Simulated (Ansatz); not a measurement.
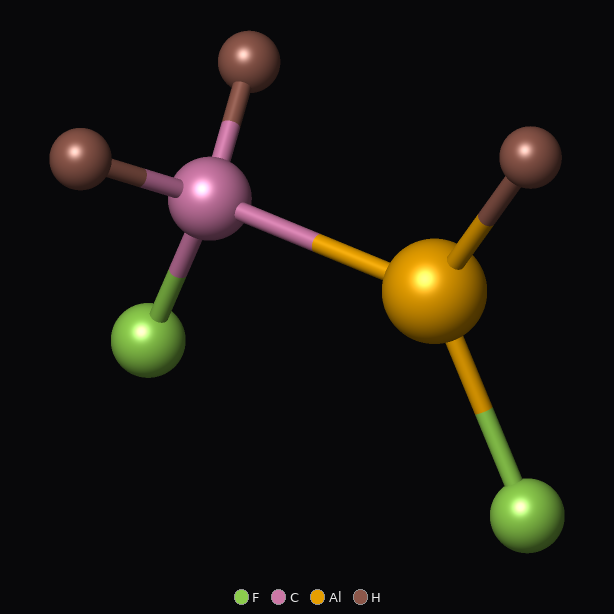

Harmonic vibrations computed with RKS PBE0-D4/def2-TZVP (Ansatz 0.2.0) at a stationary point of the same level.

Question: Minimum or transition state?

Answer: A minimum: no imaginary frequency, and the lowest mode lies at 63 cm⁻¹.

Question: How many vibrational modes are there, and where do they lie?

Answer: 15 modes: 63, 115, 340, 388, 547, 665, 680, 863, 1061, 1244, 1281, 1451, 1959, 3009, 3051 cm⁻¹.
